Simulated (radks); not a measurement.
The rhenium ion Re²⁺; electrons: [Xe] 4f14 5d5 (open shells shared over both j by 2j + 1). The calculation used the in-house radial solver radks at this level: Dirac Kohn-Sham, BLYP, spin-unpolarised, spherical densities, finite nucleus.

```
Z 75
configuration [Xe] 4f14 5d5
relativity Dirac
functional b88,lyp
spin unpolarised
j_filling average
nucleus finite rms 5.3698 fm
c 137.035999084
```

Wanted: the number of electrons inside radius r (solid) and the radial density 4πr²ρ (dashed).

The count levels off at 73 electrons. Half of them lie within 0.381 bohr, 90 % within 1.25 bohr and 99 % within 2.58 bohr. The radial density has minima at 0.0241, 0.100 and 0.290 bohr, where the count stands at 2.0, 11.1 and 30.0; these part the shells that the density resolves.

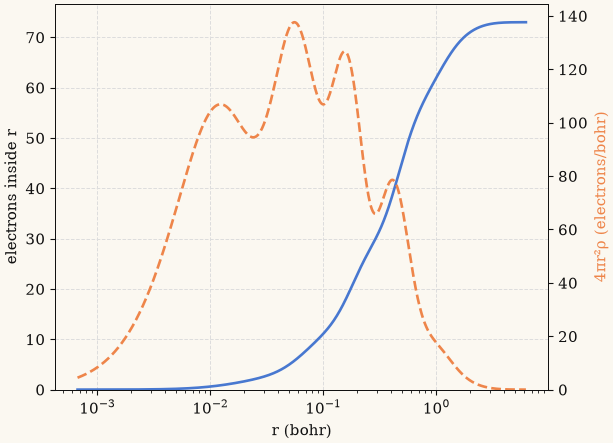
